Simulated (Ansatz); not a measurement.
Run report: AlNH$_{3}$F, molecular dynamics (part 4 of 4)

Continued. System: AlNH$_{3}$F. Method: RKS r2SCAN-D4/6-31G* (Ansatz 0.2.0). It belongs to a series of runs on one base structure; here: dynamics from the start.

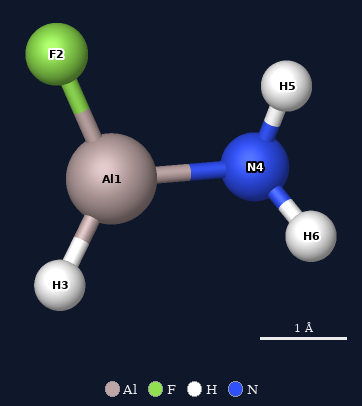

Figure 1. The geometry at step 182 of the log (ball-and-stick view, seen at a tilt; atoms are numbered from 1 in the order of the input).

Trajectory as extended XYZ, continued
```
6
Properties=species:S:1:pos:R:3:forces:R:3 step=110 time_fs=55.0 energy=-10851.51217 temperature=1873.3
Al   -0.0827   -0.1123   -0.0355   -1.5218   0.2488   0.3204
F     0.0030   -0.2668    1.5798   -0.5245   0.0880   1.2815
H     1.2005   -0.5202   -0.5031    2.7013  -0.4660  -1.5176
N    -1.5709    0.0831   -0.9321   -1.0574  -0.1650  -0.1414
H    -1.8607    0.5619   -1.7697    0.4358   0.1908  -0.2614
H    -2.3931   -0.4303   -0.6283   -0.0334   0.1034   0.3186
6
Properties=species:S:1:pos:R:3:forces:R:3 step=114 time_fs=57.0 energy=-10851.31054 temperature=1495.0
Al   -0.0741   -0.1218   -0.0340   -2.5614   0.5389   0.0160
F    -0.0028   -0.2567    1.5719   -0.4319   0.0396   1.7155
H     1.1879   -0.5203   -0.4925    3.3080  -0.6687  -1.7176
N    -1.5852    0.0886   -0.9234    1.4746  -0.2581   1.2622
H    -1.8398    0.6482   -1.6698   -0.2806   1.4131  -1.8569
H    -2.3231   -0.5289   -0.7517   -1.5087  -1.0648   0.5807
6
Properties=species:S:1:pos:R:3:forces:R:3 step=117 time_fs=58.5 energy=-10851.56978 temperature=1985.4
Al   -0.0698   -0.1284   -0.0328   -1.2065   0.1046  -0.8534
F    -0.0078   -0.2491    1.5681   -0.3325   0.0108   1.9085
H     1.2587   -0.5363   -0.5266    1.6800  -0.1926  -1.0528
N    -1.5939    0.0923   -0.9150    0.2533  -0.3356   0.4491
H    -1.8288    0.7431   -1.6352   -0.1070   0.2654  -0.4802
H    -2.3028   -0.6243   -0.8305   -0.2873   0.1475   0.0288
6
Properties=species:S:1:pos:R:3:forces:R:3 step=121 time_fs=60.5 energy=-10851.48192 temperature=1823.0
Al   -0.0655   -0.1373   -0.0324    0.6750  -0.4423  -1.9042
F    -0.0151   -0.2389    1.5665   -0.1908  -0.0127   1.9555
H     1.4024   -0.5622   -0.6043   -0.5411   0.3959  -0.0772
N    -1.6053    0.0965   -0.9031   -1.1760  -0.2648  -0.9303
H    -1.8168    0.8710   -1.5999    0.1248  -1.8052   1.1496
H    -2.2810   -0.7397   -0.9348    1.1081   2.1291  -0.1933
6
Properties=species:S:1:pos:R:3:forces:R:3 step=125 time_fs=62.5 energy=-10851.27897 temperature=1435.5
Al   -0.0603   -0.1467   -0.0346    1.3975  -0.6005  -2.3027
F    -0.0227   -0.2287    1.5689   -0.0681  -0.0154   1.7493
H     1.5294   -0.5743   -0.6863   -1.6026   0.5975   0.4783
N    -1.6194    0.0999   -0.8934   -0.6090  -0.2738  -0.7546
H    -1.8014    0.9358   -1.5264   -0.0524  -2.0263   0.9089
H    -2.2217   -0.7793   -1.0455    0.9346   2.3186  -0.0793
6
Properties=species:S:1:pos:R:3:forces:R:3 step=129 time_fs=64.5 energy=-10851.27864 temperature=1432.4
Al   -0.0532   -0.1569   -0.0401    1.4342  -0.5528  -2.1379
F    -0.0305   -0.2186    1.5748    0.0276  -0.0011   1.3107
H     1.5971   -0.5641   -0.7511   -1.9435   0.5859   0.7285
N    -1.6350    0.1025   -0.8853    1.3358  -0.5623   1.1942
H    -1.7887    0.9304   -1.4222   -0.4998   0.1262  -0.6825
H    -2.1299   -0.7366   -1.1607   -0.3544   0.4040  -0.4130
6
Properties=species:S:1:pos:R:3:forces:R:3 step=133 time_fs=66.5 energy=-10851.23937 temperature=1365.6
Al   -0.0440   -0.1680   -0.0486    1.1819  -0.4220  -1.6085
F    -0.0383   -0.2084    1.5833    0.1011   0.0170   0.7078
H     1.5915   -0.5318   -0.7884   -1.9008   0.4748   0.8004
N    -1.6470    0.1035   -0.8740    2.3672  -0.9134   2.7735
H    -1.7946    0.9306   -1.3424   -0.7063   2.1077  -1.5666
H    -2.0502   -0.6788   -1.2938   -1.0430  -1.2640  -1.1067
6
Properties=species:S:1:pos:R:3:forces:R:3 step=136 time_fs=68.0 energy=-10851.48123 temperature=1826.2
Al   -0.0360   -0.1767   -0.0565    0.8171  -0.2563  -1.0483
F    -0.0439   -0.2008    1.5907    0.1447   0.0195   0.2103
H     1.5397   -0.4954   -0.7966   -1.5977   0.3317   0.7286
N    -1.6520    0.1027   -0.8609    1.0821  -0.6850   0.7973
H    -1.8157    0.9758   -1.3182   -0.2780   0.5386  -0.4463
H    -2.0138   -0.6606   -1.4179   -0.1682   0.0516  -0.2416
6
Properties=species:S:1:pos:R:3:forces:R:3 step=140 time_fs=70.0 energy=-10851.52170 temperature=1909.2
Al   -0.0245   -0.1886   -0.0683   -0.2521   0.1187   0.0029
F    -0.0512   -0.1906    1.6008    0.1966  -0.0043  -0.4330
H     1.4203   -0.4366   -0.7844   -0.5326   0.0302   0.3002
N    -1.6565    0.1002   -0.8424   -0.4578  -0.1148  -2.3103
H    -1.8512    1.0469   -1.2969    0.3340  -1.6293   0.8665
H    -1.9683   -0.6296   -1.5848    0.7119   1.5995   1.5737
6
Properties=species:S:1:pos:R:3:forces:R:3 step=144 time_fs=72.0 energy=-10851.36622 temperature=1611.8
Al   -0.0134   -0.2003   -0.0800   -2.4906   0.6457   1.6116
F    -0.0582   -0.1803    1.6101    0.2653  -0.0565  -0.9806
H     1.2840   -0.3770   -0.7628    1.6284  -0.3726  -0.7513
N    -1.6619    0.0972   -0.8297   -0.5019   0.0072  -3.0975
H    -1.8755    1.0626   -1.2458    0.4370  -1.5643   1.0726
H    -1.8984   -0.5429   -1.6957    0.6618   1.3405   2.1453
6
Properties=species:S:1:pos:R:3:forces:R:3 step=148 time_fs=74.0 energy=-10851.24778 temperature=1386.0
Al   -0.0059   -0.2111   -0.0895   -4.3779   0.9868   3.0233
F    -0.0645   -0.1702    1.6174    0.3534  -0.1209  -1.3881
H     1.2091   -0.3311   -0.7699    3.3188  -0.5737  -1.6877
N    -1.6684    0.0940   -0.8250    0.6283  -0.8615  -1.3663
H    -1.8850    1.0252   -1.1558   -0.0892   0.6656   0.5699
H    -1.8044   -0.4084   -1.7299    0.1667  -0.0963   0.8490
6
Properties=species:S:1:pos:R:3:forces:R:3 step=152 time_fs=76.0 energy=-10851.32780 temperature=1544.5
Al   -0.0042   -0.2206   -0.0948   -3.1503   0.9500   2.6504
F    -0.0702   -0.1604    1.6219    0.4294  -0.1799  -1.6336
H     1.2507   -0.3059   -0.8359    1.9368  -0.4318  -0.9495
N    -1.6732    0.0885   -0.8237    1.5599  -1.3679   1.1838
H    -1.8984    1.0126   -1.0429   -0.6496   2.3325   0.4006
H    -1.7033   -0.2773   -1.7367   -0.1261  -1.3030  -1.6517
6
Properties=species:S:1:pos:R:3:forces:R:3 step=155 time_fs=77.5 energy=-10851.53151 temperature=1933.5
Al   -0.0061   -0.2267   -0.0963   -1.4236   0.8762   1.8220
F    -0.0739   -0.1532    1.6232    0.4660  -0.2162  -1.7133
H     1.3340   -0.2982   -0.9110    0.2063  -0.3157   0.0609
N    -1.6743    0.0821   -0.8213    1.1905  -0.0702   0.4137
H    -1.9226    1.0546   -0.9477   -0.2827   0.4509   0.6205
H    -1.6299   -0.2072   -1.7743   -0.1566  -0.7250  -1.2038
6
Properties=species:S:1:pos:R:3:forces:R:3 step=159 time_fs=79.5 energy=-10851.36336 temperature=1615.6
Al   -0.0101   -0.2339   -0.0960    0.0659   0.8060   1.0698
F    -0.0780   -0.1440    1.6218    0.4894  -0.2513  -1.6983
H     1.4489   -0.2984   -1.0072   -1.1957  -0.2348   0.9131
N    -1.6729    0.0737   -0.8178    0.7673   1.4668  -1.7385
H    -1.9618    1.1171   -0.8020    0.4292  -2.1625   0.1527
H    -1.5389   -0.1340   -1.8540   -0.5560   0.3757   1.3013
6
Properties=species:S:1:pos:R:3:forces:R:3 step=163 time_fs=81.5 energy=-10851.10888 temperature=1130.1
Al   -0.0142   -0.2400   -0.0942    0.6651   0.6985   0.6988
F    -0.0811   -0.1353    1.6170    0.4932  -0.2643  -1.5642
H     1.5207   -0.3077   -1.0702   -1.7155  -0.1906   1.2365
N    -1.6692    0.0690   -0.8185    0.9364   1.5883  -1.9822
H    -1.9864    1.1041   -0.6510    0.5645  -2.4632  -0.5429
H    -1.4690   -0.0492   -1.8897   -0.9437   0.6313   2.1540
6
Properties=species:S:1:pos:R:3:forces:R:3 step=167 time_fs=83.5 energy=-10851.26520 temperature=1429.6
Al   -0.0174   -0.2450   -0.0914    0.8162   0.5115   0.4552
F    -0.0832   -0.1272    1.6091    0.4764  -0.2540  -1.3254
H     1.5281   -0.3244   -1.0866   -1.7976  -0.1543   1.2882
N    -1.6629    0.0684   -0.8244    1.5142   0.0976  -0.7502
H    -1.9917    1.0030   -0.5186   -0.0849  -0.6895  -0.5525
H    -1.4339    0.0587   -1.8491   -0.9243   0.4887   0.8848
6
Properties=species:S:1:pos:R:3:forces:R:3 step=170 time_fs=85.0 energy=-10851.36794 temperature=1632.4
Al   -0.0191   -0.2483   -0.0888    0.7639   0.3532   0.2830
F    -0.0842   -0.1214    1.6013    0.4408  -0.2384  -1.0829
H     1.4889   -0.3408   -1.0667   -1.6323  -0.1331   1.1910
N    -1.6555    0.0683   -0.8304    1.8999  -1.7224   0.7713
H    -1.9967    0.9061   -0.4324   -0.9487   1.1888   0.1648
H    -1.4305    0.1526   -1.7948   -0.5237   0.5518  -1.3272
6
Properties=species:S:1:pos:R:3:forces:R:3 step=174 time_fs=87.0 energy=-10851.62295 temperature=2127.0
Al   -0.0203   -0.2523   -0.0850    0.3196   0.2485   0.1838
F    -0.0847   -0.1141    1.5891    0.3678  -0.2225  -0.6664
H     1.3841   -0.3673   -1.0016   -0.9015  -0.1508   0.7530
N    -1.6412    0.0641   -0.8363    1.5256  -1.4443   1.4420
H    -2.0347    0.8133   -0.3119   -0.9348   0.8070   0.0968
H    -1.4429    0.2981   -1.7685   -0.3767   0.7620  -1.8092
6
Properties=species:S:1:pos:R:3:forces:R:3 step=178 time_fs=89.0 energy=-10851.71742 temperature=2309.0
Al   -0.0213   -0.2558   -0.0809   -1.0180   0.3799   0.6688
F    -0.0844   -0.1072    1.5755    0.2909  -0.2096  -0.1447
H     1.2478   -0.4000   -0.9097    0.8508  -0.3210  -0.3426
N    -1.6228    0.0566   -0.8388    0.3264   1.4776  -0.0738
H    -2.1046    0.7474   -0.1925    0.2688  -0.9606  -1.3991
H    -1.4715    0.4678   -1.7989   -0.7189  -0.3664   1.2914
6
Properties=species:S:1:pos:R:3:forces:R:3 step=182 time_fs=91.0 energy=-10851.34334 temperature=1599.5
Al   -0.0237   -0.2589   -0.0758   -2.7633   0.6891   1.4570
F    -0.0836   -0.1008    1.5616    0.2209  -0.1776   0.4610
H     1.1459   -0.4457   -0.8321    3.0321  -0.6846  -1.7258
N    -1.6035    0.0528   -0.8413   -0.8230   2.9383  -0.7688
H    -2.1666    0.6496   -0.1231    0.8405  -1.2582  -1.9109
H    -1.5258    0.6239   -1.7869   -0.5072  -1.5070   2.4876
6
Properties=species:S:1:pos:R:3:forces:R:3 step=186 time_fs=93.0 energy=-10851.55676 temperature=2009.4
Al   -0.0299   -0.2609   -0.0688   -2.0579   0.6108   0.6062
F    -0.0823   -0.0947    1.5487    0.1603  -0.1233   1.1228
H     1.1516   -0.5167   -0.8150    2.6742  -0.7116  -1.4802
N    -1.5863    0.0567   -0.8458   -1.0141   2.3280  -0.7464
H    -2.1996    0.5064   -0.1225    0.3038  -0.5745  -0.9476
H    -1.5988    0.7256   -1.6861   -0.0663  -1.5293   1.4452
6
Properties=species:S:1:pos:R:3:forces:R:3 step=189 time_fs=94.5 energy=-10851.78974 temperature=2458.0
Al   -0.0364   -0.2619   -0.0630   -0.1299   0.1484  -0.9071
F    -0.0811   -0.0903    1.5404    0.1292  -0.0823   1.6078
H     1.2233   -0.5875   -0.8397    0.9291  -0.3163  -0.4003
N    -1.5751    0.0638   -0.8504   -0.2707   0.4643  -0.2079
H    -2.2162    0.3829   -0.1473   -0.7660  -0.0201   0.5253
H    -1.6565    0.7651   -1.5730    0.1084  -0.1940  -0.6178
6
Properties=species:S:1:pos:R:3:forces:R:3 step=193 time_fs=96.5 energy=-10851.62606 temperature=2154.1
Al   -0.0451   -0.2631   -0.0564    1.8609  -0.4330  -2.3491
F    -0.0792   -0.0846    1.5323    0.1251  -0.0460   2.1334
H     1.3453   -0.6908   -0.8833   -0.8697   0.2432   0.6433
N    -1.5607    0.0739   -0.8568   -0.2375  -1.1376   0.9408
H    -2.2642    0.2156   -0.1623   -0.8348  -0.2223   0.8345
H    -1.7311    0.8191   -1.4487   -0.0441   1.5957  -2.2028
6
Properties=species:S:1:pos:R:3:forces:R:3 step=197 time_fs=98.5 energy=-10851.40804 temperature=1732.9
Al   -0.0513   -0.2649   -0.0530    2.7816  -0.7367  -2.7799
F    -0.0772   -0.0790    1.5285    0.1624  -0.0313   2.3970
H     1.4373   -0.7856   -0.9044   -1.6277   0.5724   1.0176
N    -1.5477    0.0819   -0.8611   -2.8721   0.8776   0.5253
H    -2.3374    0.0410   -0.1523    1.0596  -0.1090  -0.9220
H    -1.8046    0.9193   -1.3956    0.4962  -0.5730  -0.2380
6
Properties=species:S:1:pos:R:3:forces:R:3 step=201 time_fs=100.5 energy=-10851.11208 temperature=1169.6
Al   -0.0536   -0.2678   -0.0536    2.9676  -0.8374  -2.6151
F    -0.0747   -0.0734    1.5294    0.2029  -0.0342   2.3084
H     1.4688   -0.8592   -0.8875   -1.8147   0.7252   1.0503
N    -1.5422    0.0920   -0.8638   -4.1782   1.6348   0.0970
H    -2.3740   -0.1358   -0.1740    1.9080   0.6574  -1.7025
H    -1.8598    1.0008   -1.3556    0.9143  -2.1458   0.8619
6
Properties=species:S:1:pos:R:3:forces:R:3 step=205 time_fs=102.5 energy=-10851.31724 temperature=1564.3
Al   -0.0517   -0.2718   -0.0579    2.5487  -0.7405  -2.1289
F    -0.0719   -0.0679    1.5350    0.2235  -0.0527   1.8921
H     1.4318   -0.9054   -0.8309   -1.6257   0.7277   0.8785
N    -1.5477    0.1061   -0.8662   -2.8284   0.4090   0.1215
H    -2.3421   -0.2888   -0.2573    1.1845   1.0327  -1.2419
H    -1.8825    1.0071   -1.2868    0.4974  -1.3762   0.4787
6
Properties=species:S:1:pos:R:3:forces:R:3 step=208 time_fs=104.0 energy=-10851.52017 temperature=1955.3
Al   -0.0479   -0.2755   -0.0632    1.7989  -0.4622  -1.5030
F    -0.0695   -0.0638    1.5418    0.2314  -0.0699   1.4308
H     1.3631   -0.9220   -0.7661   -1.1380   0.5604   0.5706
N    -1.5570    0.1176   -0.8678   -0.0828  -1.4592   0.2976
H    -2.2877   -0.3794   -0.3516   -0.3077   0.5175  -0.2991
H    -1.8868    0.9773   -1.2228   -0.5019   0.9134  -0.4969
6
Properties=species:S:1:pos:R:3:forces:R:3 step=212 time_fs=106.0 energy=-10851.48176 temperature=1889.9
Al   -0.0407   -0.2809   -0.0719   -0.0551   0.3856  -0.1150
F    -0.0658   -0.0585    1.5533    0.2547  -0.0826   0.7393
H     1.2379   -0.9276   -0.6631    0.3438  -0.1323  -0.2314
N    -1.5690    0.1292   -0.8692    2.5690  -2.0729   0.0912
H    -2.2306   -0.4875   -0.4851   -1.7904  -0.4989   0.3712
H    -1.9128    0.9745   -1.1555   -1.3220   2.4012  -0.8554
6
Properties=species:S:1:pos:R:3:forces:R:3 step=216 time_fs=108.0 energy=-10851.32615 temperature=1590.3
Al   -0.0337   -0.2857   -0.0807   -2.5865   1.6941   1.5757
F    -0.0617   -0.0534    1.5663    0.2937  -0.0712   0.0810
H     1.1284   -0.9402   -0.5698    2.4931  -1.3549  -1.2485
N    -1.5751    0.1358   -0.8704    0.3738  -0.1691  -0.3205
H    -2.2322   -0.6062   -0.6097   -0.5108   0.8276  -0.3727
H    -1.9818    1.0459   -1.1155   -0.0633  -0.9265   0.2850
6
Properties=species:S:1:pos:R:3:forces:R:3 step=220 time_fs=110.0 energy=-10851.12461 temperature=1210.4
Al   -0.0302   -0.2882   -0.0875   -3.0997   1.9337   2.2224
F    -0.0569   -0.0484    1.5795    0.3226  -0.0401  -0.4865
H     1.1077   -1.0016   -0.5210    2.6319  -1.5867  -1.3217
N    -1.5801    0.1415   -0.8724   -1.4897  -0.0503  -0.4718
H    -2.2540   -0.6936   -0.7463    0.8205   2.2334  -0.5200
H    -2.0551    1.0890   -1.0677    0.8144  -2.4899   0.5777
6
Properties=species:S:1:pos:R:3:forces:R:3 step=223 time_fs=111.5 energy=-10851.36725 temperature=1675.6
Al   -0.0304   -0.2883   -0.0905   -1.8072   0.9981   1.9592
F    -0.0529   -0.0447    1.5888    0.3332  -0.0155  -0.8446
H     1.1571   -1.0862   -0.5172    1.0805  -0.6562  -0.7473
N    -1.5861    0.1456   -0.8748   -1.3926  -0.6960  -0.4659
H    -2.2532   -0.7071   -0.8615    1.0396   2.1950  -0.2706
H    -2.0921    1.0634   -1.0180    0.7465  -1.8255   0.3693
6
Properties=species:S:1:pos:R:3:forces:R:3 step=227 time_fs=113.5 energy=-10851.52778 temperature=1988.0
Al   -0.0327   -0.2874   -0.0921   -0.3068  -0.2561   1.5868
F    -0.0469   -0.0398    1.5997    0.3353   0.0126  -1.2291
H     1.2539   -1.2173   -0.5354   -0.7376   0.6046  -0.1062
N    -1.5969    0.1491   -0.8790    0.9905  -2.0948  -0.1761
H    -2.2202   -0.6575   -1.0239    0.2842   0.5401  -0.1612
H    -2.1213    0.9790   -0.9406   -0.5656   1.1936   0.0857
6
Properties=species:S:1:pos:R:3:forces:R:3 step=231 time_fs=115.5 energy=-10851.32508 temperature=1608.2
Al   -0.0356   -0.2867   -0.0915    0.2485  -0.9161   1.4460
F    -0.0403   -0.0348    1.6081    0.3184   0.0437  -1.4919
H     1.3258   -1.3274   -0.5587   -1.5234   1.2396   0.1787
N    -1.6051    0.1473   -0.8836    2.5507  -1.1318   0.2467
H    -2.1776   -0.5888   -1.1954   -0.6669  -1.3166  -0.7676
H    -2.1698    0.9339   -0.8574   -0.9275   2.0813   0.3881
6
Properties=species:S:1:pos:R:3:forces:R:3 step=235 time_fs=117.5 energy=-10851.32892 temperature=1614.4
Al   -0.0382   -0.2874   -0.0887    0.3416  -1.2070   1.3664
F    -0.0330   -0.0298    1.6136    0.2745   0.0739  -1.6202
H     1.3412   -1.3913   -0.5758   -1.7114   1.4557   0.2741
N    -1.6074    0.1426   -0.8878   -0.3602   0.3421  -0.1112
H    -2.1528   -0.5583   -1.3921    0.4385   0.1194  -0.1124
H    -2.2456    0.9554   -0.7613    1.0170  -0.7842   0.2033
6
Properties=species:S:1:pos:R:3:forces:R:3 step=239 time_fs=119.5 energy=-10851.29383 temperature=1554.9
Al   -0.0404   -0.2897   -0.0841    0.1549  -1.2437   1.2202
F    -0.0252   -0.0246    1.6157    0.2076   0.0983  -1.6193
H     1.2920   -1.4003   -0.5827   -1.5612   1.4106   0.2630
N    -1.6103    0.1383   -0.8924   -1.8369   0.0643  -0.9510
H    -2.1125   -0.5239   -1.5904    1.3301   1.6643   1.4712
H    -2.2871    0.9531   -0.6584    1.7055  -1.9938  -0.3839
6
Properties=species:S:1:pos:R:3:forces:R:3 step=242 time_fs=121.0 energy=-10851.51008 temperature=1973.8
Al   -0.0418   -0.2926   -0.0794   -0.2527  -1.0447   1.0857
F    -0.0190   -0.0206    1.6152    0.1504   0.1149  -1.5384
H     1.2158   -1.3718   -0.5813   -1.1818   1.1557   0.1605
N    -1.6155    0.1353   -0.8974   -0.9771  -0.5119  -1.1617
H    -2.0513   -0.4604   -1.7065    1.1582   1.7777   2.0148
H    -2.2777    0.9049   -0.5893    1.1030  -1.4918  -0.5610
6
Properties=species:S:1:pos:R:3:forces:R:3 step=246 time_fs=123.0 energy=-10851.83410 temperature=2599.8
Al   -0.0442   -0.2977   -0.0718   -1.3943  -0.2165   1.0764
F    -0.0105   -0.0150    1.6118    0.0775   0.1309  -1.3315
H     1.0780   -1.2977   -0.5754   -0.0354   0.2475  -0.2520
N    -1.6239    0.1297   -0.9068    2.1759  -1.7363  -0.7850
H    -1.9343   -0.3193   -1.7973    0.2052   0.9305   1.1636
H    -2.2357    0.7983   -0.5130   -1.0289   0.6439   0.1286
6
Properties=species:S:1:pos:R:3:forces:R:3 step=250 time_fs=125.0 energy=-10851.67287 temperature=2301.1
Al   -0.0487   -0.3030   -0.0626   -3.1447   1.3141   1.4597
F    -0.0019   -0.0091    1.6057    0.0233   0.1291  -1.0190
H     0.9412   -1.2166   -0.5806    1.8445  -1.3778  -1.1081
N    -1.6267    0.1197   -0.9178    3.6947  -1.2984   1.4793
H    -1.8094   -0.1428   -1.8493   -0.7101   0.0833  -1.1128
H    -2.2287    0.7111   -0.4328   -1.7077   1.1497   0.3009
```

The run was set up as follows.

Input file
```yaml
crystal:
  periodic: [false, false, false]
  atoms:
    - { symbol: Al, position_ang: [-0.047341, 0.008616, -0.033811] }
    - { symbol: F, position_ang: [-0.042948, -0.419567, 1.566342] }
    - { symbol: H, position_ang: [1.30262, 0.410779, -0.747166] }
    - { symbol: "N", position_ang: [-1.589467, -5.0e-05, -0.900584] }
    - { symbol: H, position_ang: [-2.489203, -0.246157, -0.50715] }
    - { symbol: H, position_ang: [-1.688761, 0.246379, -1.877632] }
basis:
  gaussian: { orbitals: "6-31G*" }
hamiltonian:
  xc: r2scan
  dispersion: d4
md:
  timestep: 0.5
  n_steps: 250
  ensemble: nvt_nose_hoover
  temperature: 3000.0
  initial_velocities: maxwell_boltzmann
  seed: 590160
  nose_hoover: { tau: 300.0, chain_length: 5 }
```

Launched with:
```bash
ansatz run input.yaml --threads 1 --pin off --max-ram 2048MiB --backend cpu --events-out ev --progress --plain --runs-dir out
```

Summary

- outcome: finished
- mean temperature over the second half: 1744 K
- trajectory: 250 steps, 125 fs
- ensemble: nvt_nose_hoover
- temperature in the input: 3000.0 K
- time step: 0.5 fs
- potential energy (last step): −10851.6729 eV
- mean-field energy (last step): −10851.6567 eV
- largest force (length of the vector) (last step): 4.186 eV/Å
- hardware: 1 thread of Arm Neoverse V2, 24 GiB of memory available, shared host
- wall time: 8.8 min
- peak memory: 0.11 GiB

So short a trajectory is not equilibrated. The temperature stays far from the 3000 K of the thermostat over the second half: the run isn't equilibrated.
